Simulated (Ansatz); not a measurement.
The structure below was relaxed with PBEsol (Ansatz, an electronic-structure program, PAW, no spin-orbit coupling), at pressure 0.7 GPa.

```xyz
2
Lattice="0.0000 2.9403 2.9403 2.9403 0.0000 2.9403 2.9403 2.9403 0.0000" Properties=species:S:1:pos:R:3 pbc="T T T"
Pb     0.0000     0.0000     0.0000
S      2.9403     2.9403     2.9403
```

Q: Find the space group and the Wyckoff positions.

A: Space group Fm-3m (No. 225); a = b = c = 5.881 Å, α = β = γ = 90.00°

```csv
atom,site,symmetry,x,y,z
Pb,4a,m-3m,0.0000,0.0000,0.0000
S,4b,m-3m,0.5000,0.5000,0.5000
```

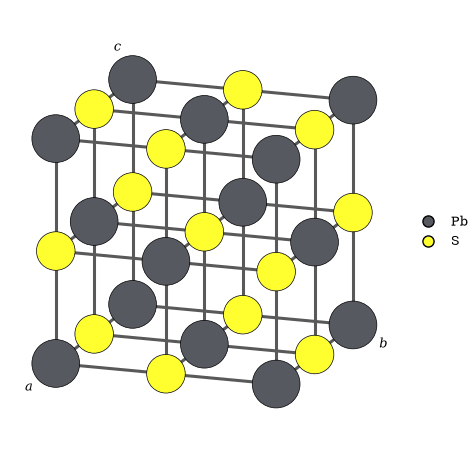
Fig. 1. The conventional cell

Load acts through the strain it causes; cell and atoms are relaxed under it. Stability against distortions was not tested. The cell was made from PbS in the rock salt structure (space group Fm-3m, No. 225) by this change: pressure 0.7 GPa.
